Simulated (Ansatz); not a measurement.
A series of calculations on HfPH₆O₃Cl

Part 1: Relaxation

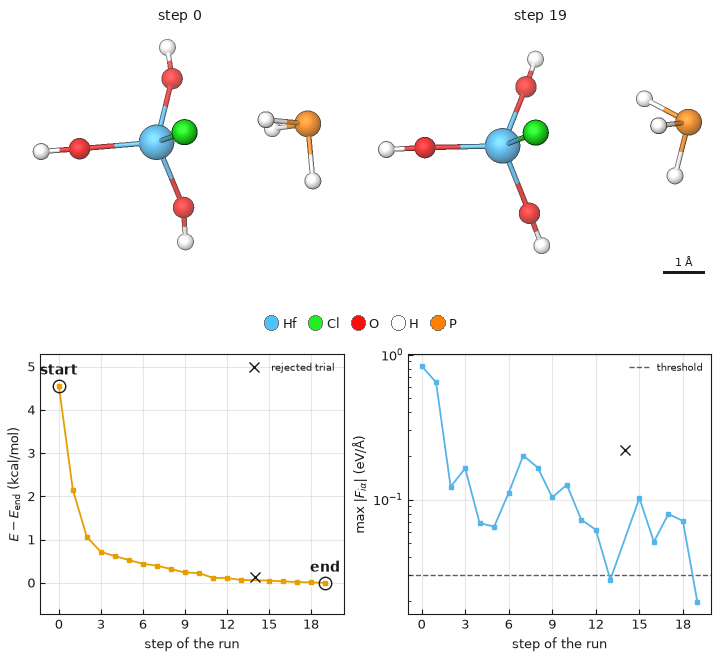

First and last geometry of a relaxation of HfPH$_{6}$O$_{3}$Cl, with the history of the run. Style: ball-and-stick. Shown face on.

The run prepares an end point of a later path (reaction) calculation, from a guessed geometry.

Level of theory: Ansatz 0.2.0, RKS B3LYP/def2-SVP.

The input:
```yaml
crystal:
  periodic: [false, false, false]
  atoms:
    - { symbol: Hf, position_ang: [-0.083128, -0.198882, 0.237834] }
    - { symbol: Cl, position_ang: [-0.169106, -0.263857, 2.725826] }
    - { symbol: O, position_ang: [1.702311, -0.420828, -0.463807] }
    - { symbol: H, position_ang: [2.463659, -0.761839, -0.936947] }
    - { symbol: O, position_ang: [-0.976873, 1.351115, -0.493304] }
    - { symbol: H, position_ang: [-1.590696, 1.89899, -0.987757] }
    - { symbol: O, position_ang: [-1.09387, -1.729949, -0.315282] }
    - { symbol: H, position_ang: [-1.615022, -2.508202, -0.525937] }
    - { symbol: P, position_ang: [1.793009, 2.897936, 1.315837] }
    - { symbol: H, position_ang: [2.972565, 2.093594, 1.38864] }
    - { symbol: H, position_ang: [1.509088, 2.518869, -0.030478] }
    - { symbol: H, position_ang: [0.976263, 1.894254, 1.913373] }
basis:
  gaussian: { orbitals: def2-SVP }
hamiltonian:
  xc: b3lyp
relax:
  f_tol: 0.03
  max_steps: 50
```

Run as
```bash
ansatz run input.yaml --threads 4 --pin off --max-ram 5120MiB --backend cpu --events-out ev --progress --plain --runs-dir out
```

Did the run converge, and what did it change?

Answer. It converged. After 18 accepted moves (19 points after the start) the energy has fallen by 4.56 kcal/mol. Largest force component: 0.84 eV/Å at the start, 0.019 eV/Å at the end. The line search rejected the trial step at point 14 of the run. The forces were under the threshold at step 13, but the run went on from there. The largest move after the best rigid fit is that of H11, 0.88 Å. By element the largest moves are H 0.88 Å, P 0.52 Å, O 0.41 Å, Hf 0.36 Å, Cl 0.25 Å. Some distances before and after: Hf1–H12 2.883 → 4.024 Å, Hf1–H11 3.161 → 3.819 Å, Hf1–Cl2 2.490 → 2.403 Å, Hf1–O7 1.916 → 1.925 Å. Among the angles between lasting bonds that change: Hf1–O5–H6 161.5° → 174.3°, Hf1–O3–H4 162.6° → 174.2°, Cl2–Hf1–O7 104.4° → 108.4°. The run took 65 s on 4 threads of Arm Neoverse V1, with other jobs on the host, peak memory 0.43 GiB.

Limits of the set-up: the start holds two separate molecules, 2.6 Å apart at their closest, whose relative position is a soft coordinate and is computed without a dispersion correction.

Part 2: Relaxation

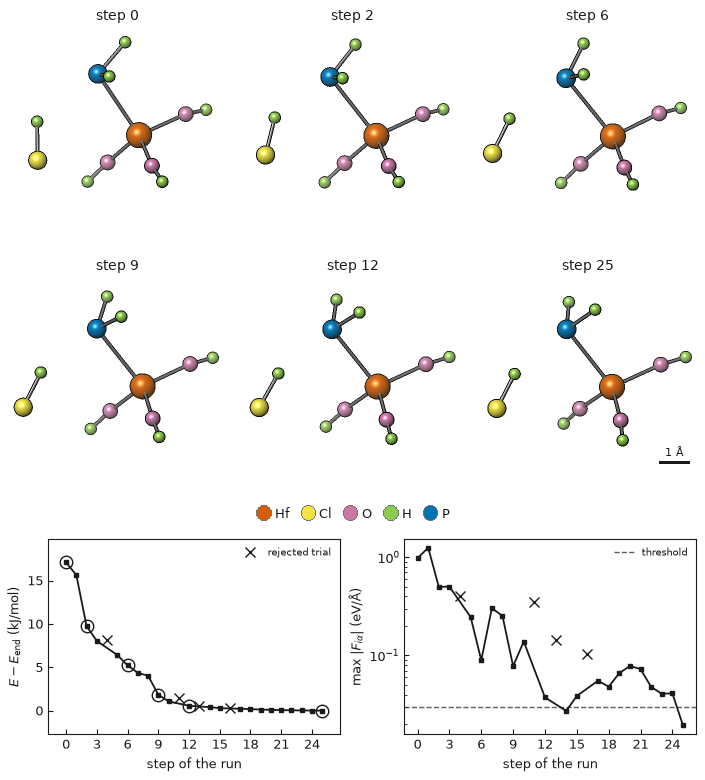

Frames of a relaxation of HfPH$_{6}$O$_{3}$Cl, marked on the history of the run. A ball-and-stick model, seen at a tilt.

The run prepares an end point of a later path (reaction) calculation, from a guessed geometry.

All numbers below come from Ansatz, RKS B3LYP/def2-SVP.

Input file:
```yaml
crystal:
  periodic: [false, false, false]
  atoms:
    - { symbol: Hf, position_ang: [0.172159, 0.405717, -0.344342] }
    - { symbol: Cl, position_ang: [1.174515, -0.994746, 2.956391] }
    - { symbol: O, position_ang: [1.692209, -0.663273, -0.872175] }
    - { symbol: H, position_ang: [2.379325, -1.197584, -1.273062] }
    - { symbol: O, position_ang: [-0.578012, 1.387594, -1.829085] }
    - { symbol: H, position_ang: [-1.189764, 1.674563, -2.509875] }
    - { symbol: O, position_ang: [-1.264968, -0.559226, 0.531201] }
    - { symbol: H, position_ang: [-1.565065, -1.275289, 1.097217] }
    - { symbol: P, position_ang: [0.982333, 2.201366, 1.34298] }
    - { symbol: H, position_ang: [2.379105, 2.07256, 0.999014] }
    - { symbol: H, position_ang: [0.77483, 3.408274, 0.579219] }
    - { symbol: H, position_ang: [0.931535, 0.311244, 3.150516] }
basis:
  gaussian: { orbitals: def2-SVP }
hamiltonian:
  xc: b3lyp
relax:
  f_tol: 0.03
  max_steps: 50
```

Command:
```bash
ansatz run input.yaml --threads 4 --pin off --max-ram 5120MiB --backend cpu --events-out ev --progress --plain --runs-dir out
```

What happens along the run?

The energy falls by 17.1 kJ/mol in 21 accepted moves (25 points after the start). Largest force component: 0.98 eV/Å at the start, 0.019 eV/Å at the end. The line search rejected the trial steps at points 4, 11, 13, 16 of the run. The forces were under the threshold at step 14, but the run went on from there. H11 moves most after the best rigid fit: 1.12 Å. By element the largest moves are H 1.12 Å, Cl 0.58 Å, P 0.26 Å, O 0.22 Å, Hf 0.13 Å. Among the contacts that change: Hf1–P9 2.594 → 2.659 Å, Cl2–H12 1.343 → 1.313 Å, P9–H10 1.444 → 1.427 Å, Hf1–O7 1.940 → 1.926 Å. Among the angles between lasting bonds that change: Hf1–O7–H8 150.2° → 169.9°, Hf1–O5–H6 161.0° → 172.2°, O3–Hf1–P9 108.4° → 103.0°. Groups turn about Hf1–P9 by about 55°. From step 0 to 2: Cl2 moves most (0.31 Å), energy −7.35 kJ/mol. From step 2 to 6: Cl and H atoms move most (0.27 Å), energy −4.51 kJ/mol. From step 6 to 9: H10 moves most (0.39 Å), energy −3.38 kJ/mol. From step 9 to 12: H11 moves most (0.25 Å), energy −1.28 kJ/mol. From step 12 to 25: H8 moves most (0.27 Å), energy −0.56 kJ/mol.

```json
{"step": "0", "E − E(0), kJ/mol": "0.00", "largest force component, eV/Å": "0.9776", "note": ""}
{"step": "1", "E − E(0), kJ/mol": "-1.45", "largest force component, eV/Å": "1.2520", "note": ""}
{"step": "2", "E − E(0), kJ/mol": "-7.35", "largest force component, eV/Å": "0.4990", "note": ""}
{"step": "3", "E − E(0), kJ/mol": "-9.05", "largest force component, eV/Å": "0.5023", "note": ""}
{"step": "4", "E − E(0), kJ/mol": "-8.99", "largest force component, eV/Å": "0.4016", "note": "rejected"}
{"step": "5", "E − E(0), kJ/mol": "-10.67", "largest force component, eV/Å": "0.2462", "note": ""}
{"step": "6", "E − E(0), kJ/mol": "-11.86", "largest force component, eV/Å": "0.0895", "note": ""}
{"step": "7", "E − E(0), kJ/mol": "-12.74", "largest force component, eV/Å": "0.3033", "note": ""}
{"step": "8", "E − E(0), kJ/mol": "-13.05", "largest force component, eV/Å": "0.2526", "note": ""}
{"step": "9", "E − E(0), kJ/mol": "-15.24", "largest force component, eV/Å": "0.0779", "note": ""}
{"step": "10", "E − E(0), kJ/mol": "-16.02", "largest force component, eV/Å": "0.1388", "note": ""}
{"step": "11", "E − E(0), kJ/mol": "-15.63", "largest force component, eV/Å": "0.3480", "note": "rejected"}
{"step": "12", "E − E(0), kJ/mol": "-16.52", "largest force component, eV/Å": "0.0375", "note": ""}
{"step": "13", "E − E(0), kJ/mol": "-16.50", "largest force component, eV/Å": "0.1449", "note": "rejected"}
{"step": "14", "E − E(0), kJ/mol": "-16.68", "largest force component, eV/Å": "0.0273", "note": ""}
{"step": "15", "E − E(0), kJ/mol": "-16.79", "largest force component, eV/Å": "0.0388", "note": ""}
{"step": "16", "E − E(0), kJ/mol": "-16.79", "largest force component, eV/Å": "0.1039", "note": "rejected"}
{"step": "17", "E − E(0), kJ/mol": "-16.87", "largest force component, eV/Å": "0.0554", "note": ""}
{"step": "18", "E − E(0), kJ/mol": "-16.91", "largest force component, eV/Å": "0.0481", "note": ""}
{"step": "19", "E − E(0), kJ/mol": "-16.96", "largest force component, eV/Å": "0.0661", "note": ""}
{"step": "20", "E − E(0), kJ/mol": "-16.99", "largest force component, eV/Å": "0.0782", "note": ""}
{"step": "21", "E − E(0), kJ/mol": "-17.02", "largest force component, eV/Å": "0.0727", "note": ""}
{"step": "22", "E − E(0), kJ/mol": "-17.05", "largest force component, eV/Å": "0.0479", "note": ""}
{"step": "23", "E − E(0), kJ/mol": "-17.06", "largest force component, eV/Å": "0.0408", "note": ""}
{"step": "24", "E − E(0), kJ/mol": "-17.07", "largest force component, eV/Å": "0.0412", "note": ""}
{"step": "25", "E − E(0), kJ/mol": "-17.08", "largest force component, eV/Å": "0.0194", "note": ""}
```

Limits of the set-up: the start holds two separate molecules, 2.6 Å apart at their closest, whose relative position is a soft coordinate and is computed without a dispersion correction.

Part 3: Path

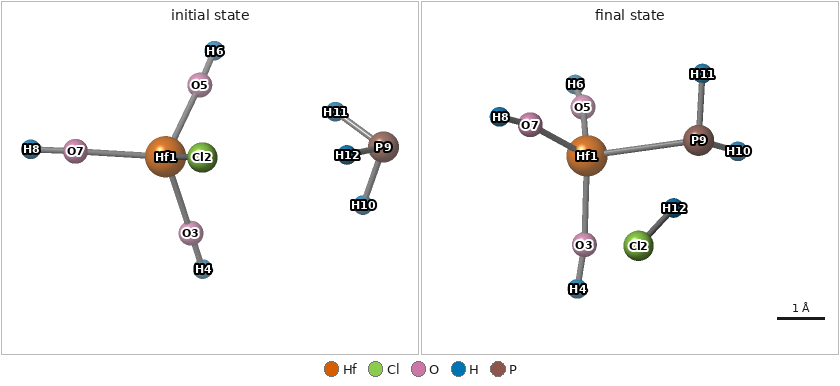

The two relaxed end points of a path for HfPH$_{6}$O$_{3}$Cl, made up at the start of HfH₃O₃Cl and PH₃. A ball-and-stick model, seen face on.

Computed with RKS B3LYP/def2-SVP (Ansatz 0.2.0).

Set-up: 5 movable images; climbing image; force threshold 0.05 eV/Å; iteration limit 60.

Start:
```xyz
12

Hf   -0.2285   -0.5148    0.1574
Cl   -0.2776   -0.3855    2.5560
O     1.5809   -0.8277   -0.4270
H     2.4502   -0.9575   -0.8063
O    -0.8985    1.1327   -0.5883
H    -1.2224    1.9100   -1.0433
O    -1.3513   -1.9774   -0.3943
H    -1.8763   -2.6915   -0.7561
P     2.0895    3.3064    1.4484
H     2.9930    2.3742    0.8455
H     1.0665    3.0639    0.4783
H     1.5629    2.3383    2.3578
```

End:
```xyz
12

Hf    0.2013    0.3065   -0.4708
Cl    1.5006   -0.8073    3.4788
O     1.7861   -0.7617   -0.7108
H     2.4861   -1.4128   -0.7762
O    -0.3133    1.2197   -2.0911
H    -0.6096    1.5572   -2.9368
O    -1.2969   -0.5612    0.3732
H    -1.9423   -1.1297    0.7958
P     0.9539    2.0906    1.3515
H     1.8552    2.8655    0.5610
H    -0.1477    2.9935    1.2568
H     1.4146    0.4108    2.9967
```

> What barrier does the band find between them, and by what path?

The highest point, image 3, lies 1.74 eV above the start and 0.24 eV above the end; the end is at +1.49 eV relative to the start. Breaking: Hf1–Cl2 (2.40 → 2.99 at the top → 4.30 Å), P9–H12 (1.43 → 1.80 at the top → 2.40 Å). Forming: Cl2–H12 (3.29 → 1.49 at the top → 1.31 Å), Hf1–P9 (4.65 → 2.73 at the top → 2.66 Å). The band converged in 34 iterations. The largest component of the band force went from 18 to 0.049 eV/Å. The climbing image converged on the top of the path. Its vibrational analysis gives one imaginary mode (451i cm⁻¹), as a transition state must have.

Energies of the converged images:

```tsv
image	path (Å)	E (eV)
0	0.00	0.000
1	2.13	0.027
2	4.27	0.442
3	6.40	1.736
4	7.21	1.584
5	8.02	1.505
6	8.82	1.494
```

The geometry at the top of the path:

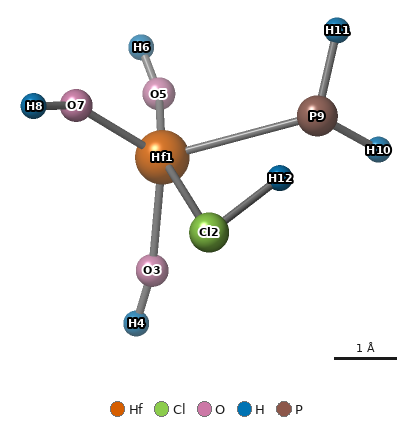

Limits of the set-up: the start holds two separate molecules, 3.0 Å apart at their closest, whose relative position is a soft coordinate and is computed without a dispersion correction.

Cost: 9.1 min on 4 threads of Arm Neoverse V1, with other jobs on the host, peak memory 0.5 GiB.
